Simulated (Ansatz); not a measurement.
```yaml
atoms:
  - { symbol: Si, position_ang: [-0.1371, -0.1098, 0.1354] }
  - { symbol: Si, position_ang: [0.1598, -0.0067, 2.4580] }
  - { symbol: H, position_ang: [-1.1738, -0.1220, 3.1402] }
  - { symbol: H, position_ang: [1.0305, -1.1469, 2.9043] }
  - { symbol: H, position_ang: [0.8055, 1.2952, 2.8283] }
  - { symbol: O, position_ang: [1.4712, 0.0782, -0.4961] }
  - { symbol: H, position_ang: [1.6889, 0.0087, -1.4414] }
  - { symbol: O, position_ang: [-1.1663, 1.2472, -0.2112] }
  - { symbol: H, position_ang: [-1.5280, 1.4353, -1.0941] }
  - { symbol: Si, position_ang: [-1.1081, -2.0683, -0.8060] }
  - { symbol: H, position_ang: [-2.4873, -2.3064, -0.2577] }
  - { symbol: H, position_ang: [-1.2251, -1.9073, -2.3019] }
  - { symbol: H, position_ang: [-0.2576, -3.2782, -0.5366] }
```

Method: RKS r2SCAN/6-31G in Ansatz.

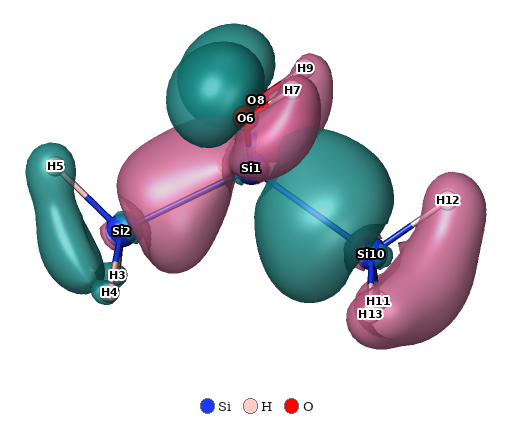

H8O2Si3. The HOMO at ±0.08 Å⁻³ᐟ² (teal and pink are the two phases), seen across its widest extent.

Describe this orbital and give its energy.

By Hirshfeld shares it lies mainly on Si10 (about 25 %), O6 (about 20 %), O8 (about 20 %), Si1 (about 15 %) and Si2 (about 10 %). Its energy is −6.59 eV.
